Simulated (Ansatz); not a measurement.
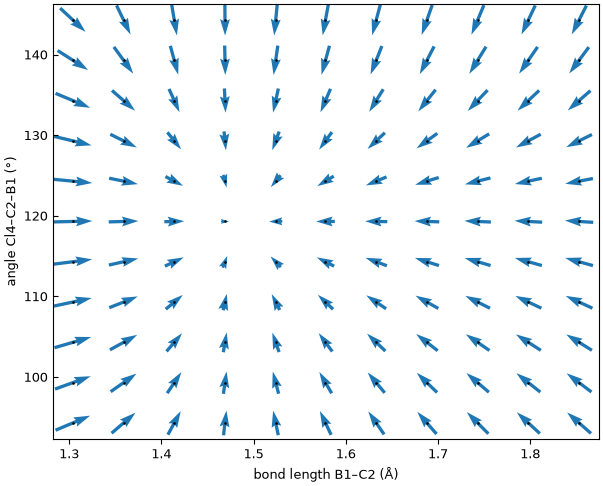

CBCl2, SMILES [B]=C(Cl)Cl, spin multiplicity 2. The first coordinate is: bond length B1–C2; the second: angle Cl4–C2–B1. Nothing is relaxed (all other coordinates rigid). The scan uses an 11 × 11 grid. Computed with UKS PBE-D4/def2-TZVP (Ansatz 0.2.0).

The picture shows dots at the grid points, arrows along the force (downhill), their lengths compressed.

The arrows alone are given. Where is the energy lowest?

Answer. The arrows converge at about bond length B1–C2 = 1.482 Å, angle Cl4–C2–B1 = 119° (read from the interpolated surface).

The energy map of the same scan:

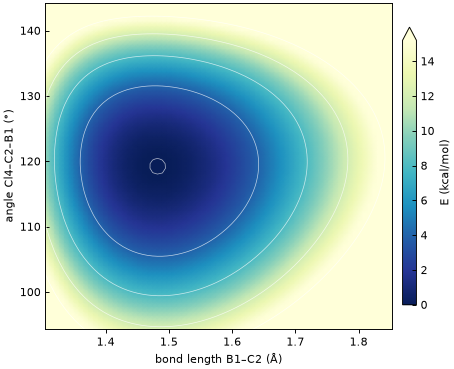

Energies are in kcal/mol, from the lowest grid point; between grid points the surface is interpolated.
